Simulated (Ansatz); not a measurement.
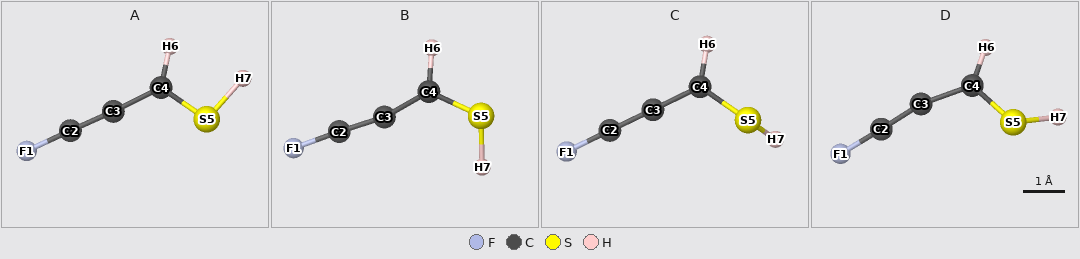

4 geometries from a converged minimum-energy path of C$_{3}$H$_{2}$FS (charge +1), shuffled. A ball-and-stick model, seen at a tilt.

Level of theory: Ansatz, RKS r2SCANh-D4/6-31G*. Settings: 9 movable images; climbing image; force threshold 0.03 eV/Å; iteration limit 60; starting path through a guess of the saddle point.

**One of them is the converged climbing image. Which?**

C. In order along the path, whose images run from 0 to 10: B (image 2, +0.24 eV), C (image 5, +1.33 eV), D (image 7, +0.50 eV), A (image 10, 0.00 eV). The motion is a rotation about the C4–S5 bond by about 180°, with a turn of about 360° about C3–C4. No bond forms or breaks between the ends. Among the angles between lasting bonds that change up to the highest image: C4–S5–H7 97.8° → 92.7°, S5–C4–H6 113.5° → 118.3°.

Cost: 6.5 min on 2 threads of Arm Neoverse V2 (shared host), peak memory 0.2 GiB.
